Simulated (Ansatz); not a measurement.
# Calculations on GeH$_{3}$O$_{2}$F

## 1. Relaxation

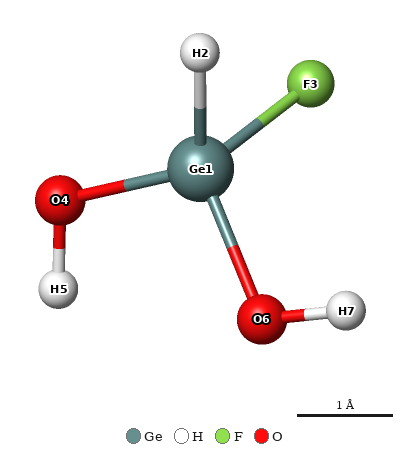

This is the input geometry for a relaxation of GeH3O2F. The picture is a ball-and-stick view, seen from a free direction.

The run prepares an end point of a later path (reaction) calculation, from a guessed geometry.

The calculation used Ansatz, RKS PBE/def2-SVP.

The input:
```yaml
crystal:
  periodic: [false, false, false]
  atoms:
    - { symbol: Ge, position_ang: [-0.069159, 0.03834, 0.311216] }
    - { symbol: H, position_ang: [0.500297, 0.119796, 1.727032] }
    - { symbol: F, position_ang: [1.560468, -0.206727, -0.14189] }
    - { symbol: O, position_ang: [-0.776856, 1.511583, -0.358637] }
    - { symbol: H, position_ang: [-1.380203, 1.299189, -1.098109] }
    - { symbol: O, position_ang: [-1.098371, -1.296675, -0.25843] }
    - { symbol: H, position_ang: [-0.707377, -2.161906, -0.025282] }
basis:
  gaussian: { orbitals: def2-SVP }
hamiltonian:
  xc: pbe
relax:
  f_tol: 0.03
  max_steps: 50
```

Run as
```bash
ansatz run input.yaml --threads 2 --pin off --max-ram 3072MiB --backend cpu --events-out ev --progress --plain --runs-dir out
```

**Where does the relaxation end?**

Over 10 accepted moves (14 points after the start) the energy falls by 9.58 kcal/mol. The largest force component goes from 1.6 to 0.015 eV/Å. The line search rejected the trial steps at points 5, 9, 11, 13 of the run. The forces were under the threshold at step 12, but the run went on from there. F3 moves most after the best rigid fit: 0.35 Å. Largest moves by element: F 0.35 Å, H 0.32 Å, O 0.31 Å, Ge 0.09 Å. Some distances before and after: Ge1–F3 1.709 → 1.761 Å, Ge1–H2 1.528 → 1.537 Å, Ge1–O4 1.766 → 1.772 Å, Ge1–O6 1.779 → 1.784 Å. Among the angles between lasting bonds that change: H2–Ge1–F3 84.1° → 109.0°, H2–Ge1–O4 117.1° → 107.7°, H2–Ge1–O6 123.5° → 116.4°. Groups turn about Ge1–O6 by about 40°.

The structure at the end:

```xyz
7

Ge   -0.0424    0.0293    0.3916
H     0.2691    0.2947    1.8727
F     1.4570   -0.3471   -0.4510
O    -0.7843    1.4941   -0.2753
H    -1.2033    1.3037   -1.1366
O    -1.1026   -1.3615    0.0401
H    -0.5648   -2.1095   -0.2856
```

After the run, drawn alike:

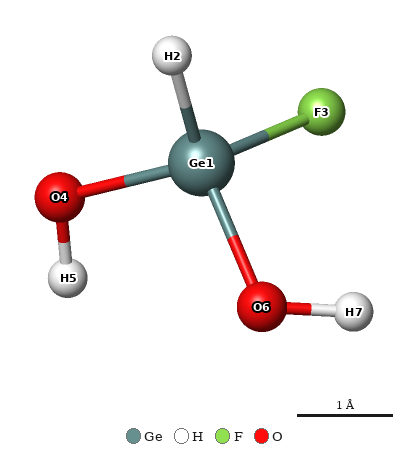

## 2. Relaxation

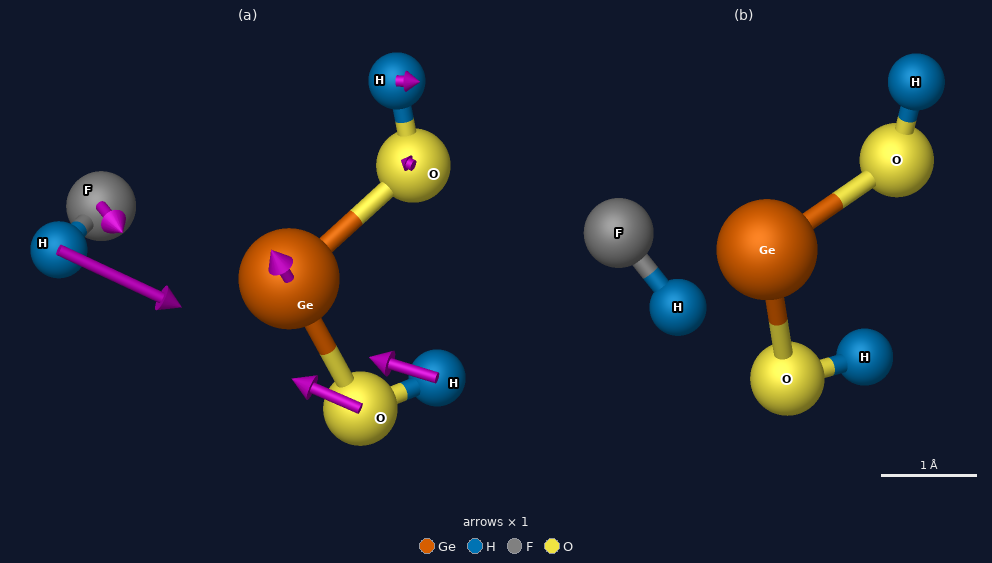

The structure of GeH₃O₂F before (left) and after (right) a relaxation, at one scale. The purple arrows give the displacements, at their true length.

The picture is a ball-and-stick view, seen at a tilt.

The run prepares an end point of a later path (reaction) calculation, from a guessed geometry.

Computed with RKS PBE/def2-SVP in Ansatz. Settings: no spin polarisation; force threshold 0.03 eV/Å; at most 50 steps.

**Describe what moved and what it gained.**

An H atom moves most after the best rigid fit: 1.48 Å. Largest moves by element: H 1.48 Å, O 0.81 Å, F 0.57 Å, Ge 0.45 Å. Among the contacts that change: H–O 3.605 → 1.493 Å, Ge–H 2.750 → 2.205 Å, F–Ge 2.877 → 2.363 Å, Ge–O 1.801 → 1.903 Å. Bond angles that change, for instance: O–Ge–O 94.6° → 89.9°, Ge–O–H 109.0° → 106.4°. After 20 accepted moves (23 points after the start) the energy has fallen by 0.449 eV. Largest force component: 0.19 eV/Å at the start, 0.019 eV/Å at the end. The line search rejected the trial steps at points 1, 8, 16 of the run.

Limits of the set-up: the start holds two separate molecules, 2.7 Å apart at their closest, whose relative position is a soft coordinate and is computed without a dispersion correction.

## 3. Path

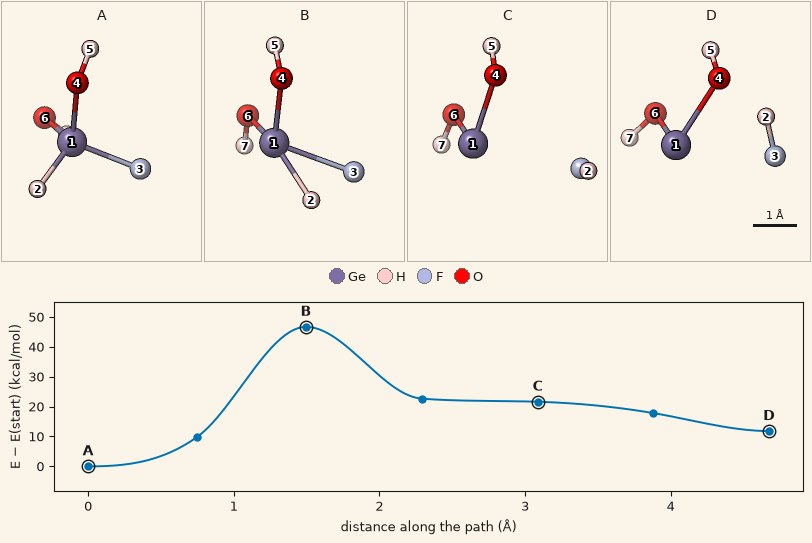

A nudged-elastic-band calculation for GeH3O2F. Images are numbered from 0 (start) to 6 (end). Frames A to D are images 0, 2, 4, 6. A ball-and-stick model, seen from a free direction.

The calculation used Ansatz, RKS PBE/def2-SVP. Set-up: 5 movable images; climbing image; force threshold 0.05 eV/Å; iteration limit 60; starting path through a guess of the saddle point.

Q: Describe the mechanism and the energy profile.

A: Breaking: Ge1–F3 (1.76 → 2.02 at the top → 2.36 Å), Ge1–H2 (1.54 → 1.62 at the top → 2.21 Å). Forming: H2–F3 (2.69 → 1.38 at the top → 1.01 Å). Forward barrier 46.7 kcal/mol, backward barrier 34.9 kcal/mol, with image 2 at the top; the reaction energy is +11.8 kcal/mol. The band converged in 17 iterations, with a climbing image at the top. At the top, the vibrational analysis gives one imaginary mode (1085i cm⁻¹), as a transition state must have.
